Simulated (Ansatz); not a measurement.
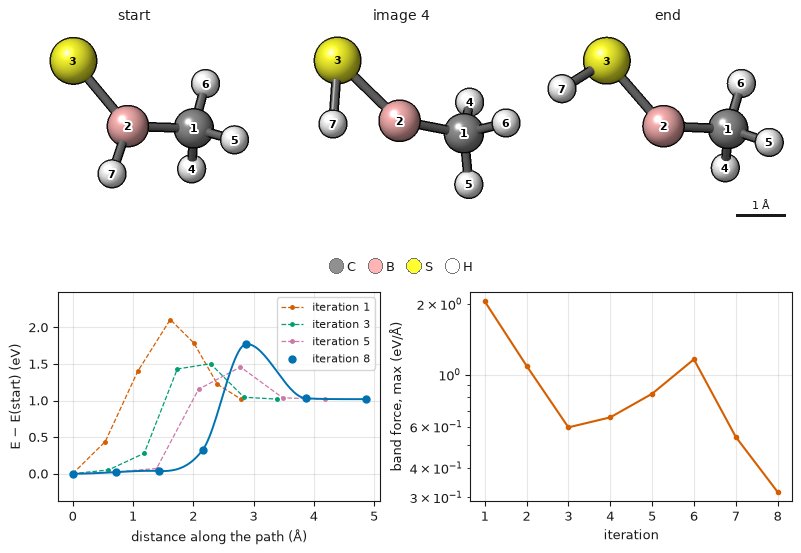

A nudged-elastic-band calculation for CH4BS (multiplicity 2). Images are numbered from 0 (start) to 6 (end). The plot follows the band through its iterations. Style: ball-and-stick. Shown from a free direction.

All numbers below come from Ansatz 0.2.0, UKS BLYP/def2-mTZVP. Settings: 5 movable images; climbing image; force threshold 0.5 eV/Å; iteration limit 60; starting path through a guess of the saddle point.

Q: How did the profile develop, and is the result final?

A: The run is converged, with reservations. The band converged in 8 iterations. The largest component of the band force went from 2.1 to 0.32 eV/Å. The climbing image converged on the top of the path. Its curvatures weren't checked. The force threshold is loose. The first iteration put the highest image at 2.11 eV. The highest point, image 4, lies 1.77 eV above the start and 0.75 eV above the end; the end is at +1.02 eV relative to the start.

Cost: 52 s on 2 threads of Arm Neoverse V2 (shared host), peak memory 0.15 GiB.
